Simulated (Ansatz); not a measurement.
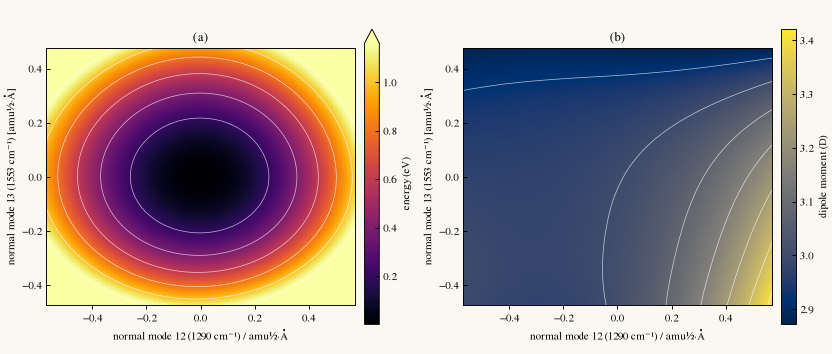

CH4N2Si, SMILES NC1=N[SiH2]1. First axis: normal mode 12 (1290 cm⁻¹). Second axis: normal mode 13 (1553 cm⁻¹). Nothing is relaxed (straight displacements along the two mass-weighted modes). The scan uses a 15 × 15 grid. Points are written as (first, second). Energies are in eV, from the relaxed molecule at the same level. Method: RKS PBE-D4/def2-TZVP in Ansatz 0.2.0.

Panel (a) is the energy and panel (b) the computed dipole moment on the same grid.

Drawn: a smooth colour map with a few white contour lines, one colour for all values above the top of the scale. Between grid points the surface is interpolated.

**How does the dipole moment vary over the map, and what is it at the lowest grid point?**

Leaving out the highest fifth of the energies, it runs from 2.87 D at (0.245 amu½·Å, 0.475 amu½·Å) to 3.28 D at (0.572 amu½·Å, −0.136 amu½·Å). At the lowest grid point, (0.000 amu½·Å, 0.000 amu½·Å), it is 3.00 D.
